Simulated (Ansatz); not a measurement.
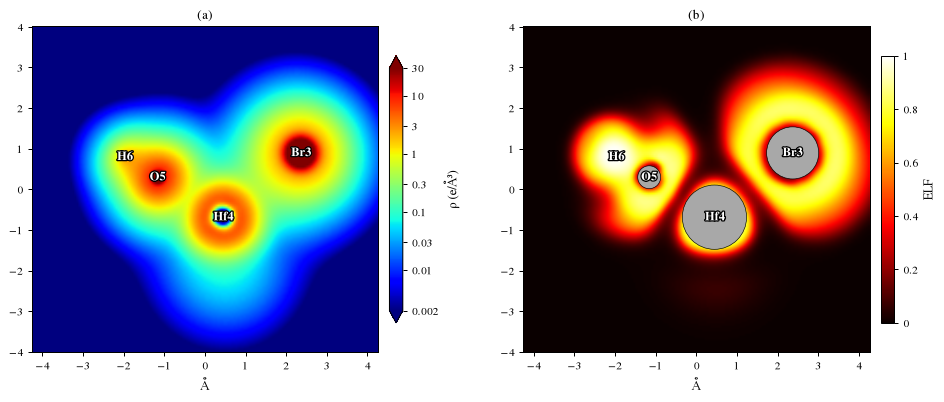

Br3HHfO. (a) electron density; (b) ELF on the plane of atoms Br3, Hf4 and O5. Grey discs cover the atomic cores in the ELF map.

Geometry: PBE0-D4/def2-SVP; core potentials replace the inner electrons of Hf.

The calculation used Ansatz 0.2.0, isolated molecule in a Gaussian basis; Kohn-Sham density functional theory, functional PBE0.

```yaml
atoms:
  - { symbol: Br, position_ang: [2.5507, -0.6517, 0.2046] }
  - { symbol: Br, position_ang: [-0.8957, -1.9361, -1.5564] }
  - { symbol: Br, position_ang: [0.1241, 2.0091, -1.7082] }
  - { symbol: Hf, position_ang: [0.1880, -0.0614, -0.3234] }
  - { symbol: O, position_ang: [-0.7462, 0.2423, 1.2836] }
  - { symbol: H, position_ang: [-1.2209, 0.3978, 2.0998] }
```

Read the bonding off the picture.

Answer. The plane passes through Br, Hf, O and H nuclei. Hf–O (1.88 Å): ρ is about 0.93 e/Å³ halfway; the ELF peaks at about 0.80 in the valence shell of O, 0.5 Å from its nucleus, and drops to about 0.20 between the two atoms. Hf–Br (2.49 Å): ρ at the midpoint is about 0.53 e/Å³; the ELF peaks at about 0.75 in the valence shell of Br, 1.0 Å from its nucleus, and is about 0.45 at the midpoint. O–H (0.96 Å): the density is about 3.8 e/Å³ at the midpoint; the ELF climbs to about 1 towards the hydrogen, as it does in any bond to H (a covalent bond by its length).
